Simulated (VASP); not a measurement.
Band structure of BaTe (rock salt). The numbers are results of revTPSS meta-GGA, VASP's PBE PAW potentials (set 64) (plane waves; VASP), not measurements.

Unless said otherwise, spin-orbit coupling is left out, though it shifts the bands of the heavy elements here.

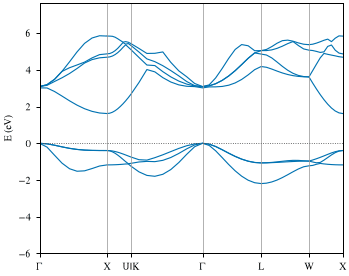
*Bands along high-symmetry lines, zero at the valence-band maximum or, without a gap, the Fermi level*

**Question.** Read the plot: is there a gap, and where are the band edges?

**Answer.** The gap is indirect, 1.62 eV, from the valence maximum at Γ to the conduction minimum at X.

The compound is BaTe in the rock salt structure. It was relaxed first.
